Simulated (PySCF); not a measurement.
C$_{4}$H$_{9}$FSi

The calculation's input:

```
{"job": {"kind": "uv", "xc": "wB97X-D", "basis": "def2-SVPD", "nstates": 8, "ntriplets": 3}, "charge": 0, "multiplicity": 1}
F     -2.502670     0.422396    -0.122889
C     -1.194249     0.280308     0.309601
C     -0.668664    -1.103921    -0.055984
C      0.821099    -1.135700     0.284812
Si     1.456118     0.604211    -0.178947
C     -0.297754     1.333969    -0.327573
H     -1.230371     0.401973     1.399619
H     -0.814075    -1.247248    -1.128760
H     -1.229074    -1.880827     0.467039
H      0.948168    -1.323725     1.351618
H      1.315776    -1.951616    -0.237949
H      2.183339     0.633065    -1.449344
H      2.236733     1.228105     0.891884
H     -0.437333     2.302855     0.146836
H     -0.591458     1.444145    -1.371875
```

Run with:

```sh
OMP_NUM_THREADS=1 python probes_run.py task.json out
```

Geometry: GFN2-xTB.

All numbers below come from wB97X-D/def2-SVPD, SCF density, gas phase in PySCF 2.14.0.

> Predict the electron density and electron localisation function between the atoms.

C–Si (1.91 Å): the density is about 0.92 e/Å³ at the midpoint; the ELF peaks at about 0.95 between the atoms (localised, covalent bonding).

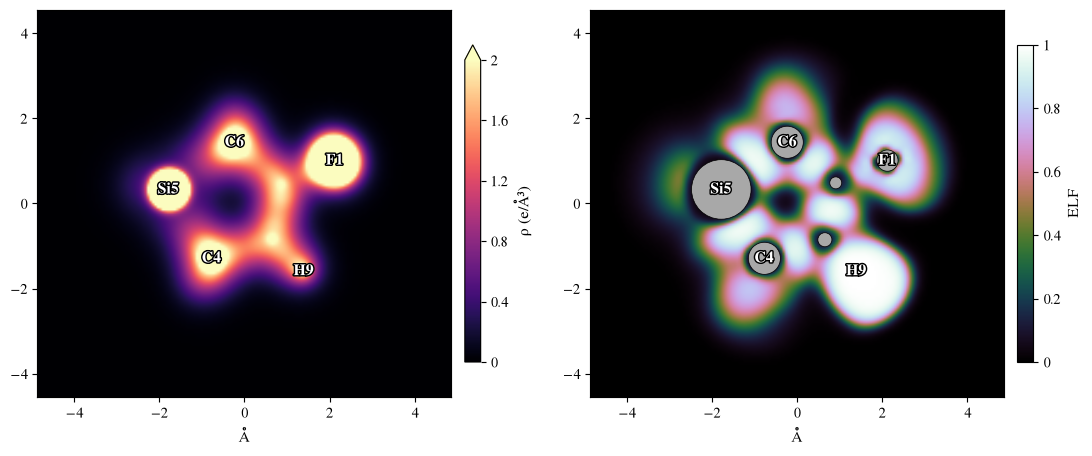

Computed electron density and electron localisation function on the plane of atoms C4, Si5 and C6, in this order. Grey discs cover the atomic cores in the ELF map. 
